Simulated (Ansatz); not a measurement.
GeSb2Te4: pressure series

Take GeSb$_{2}$Te$_{4}$ (space group R-3m, No. 166; a = 4.248 Å, c = 40.192 Å (hexagonal axes)) as the base.

Cell and atoms are relaxed at each pressure.

Method: Kohn–Sham DFT with the PBE-D3(BJ) functional, run in Ansatz (a quantum-chemistry and plane-wave program) with PAW and 420 eV plane waves, no spin-orbit coupling.

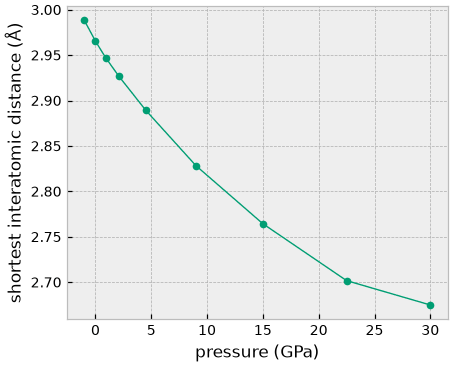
Figure: Shortest interatomic distance against pressure

```json
[
 {"pressure (GPa)": "-1", "shortest interatomic distance": "298.8 pm"},
 {"pressure (GPa)": "0.9", "shortest interatomic distance": "294.7 pm"},
 {"pressure (GPa)": "2.1", "shortest interatomic distance": "292.7 pm"},
 {"pressure (GPa)": "4.5", "shortest interatomic distance": "288.9 pm"},
 {"pressure (GPa)": "9", "shortest interatomic distance": "282.8 pm"},
 {"pressure (GPa)": "15", "shortest interatomic distance": "276.4 pm"},
 {"pressure (GPa)": "22.5", "shortest interatomic distance": "270.2 pm"},
 {"pressure (GPa)": "30", "shortest interatomic distance": "267.5 pm"}
]
```

The mesh was chosen for an insulator and is coarse for the gapless case. From pressure 22.5 GPa on, the axis ratios lie over 15 % from the base's, so the cell there is far from its starting form. Load acts through the strain it causes; cell and atoms are relaxed under it. Whether these cells are dynamically stable was not tested. No other phases were tried under pressure. All final runs are without spin polarisation. The D3 term's C6 switches between coordination references near this geometry, which can add small steps to energies.
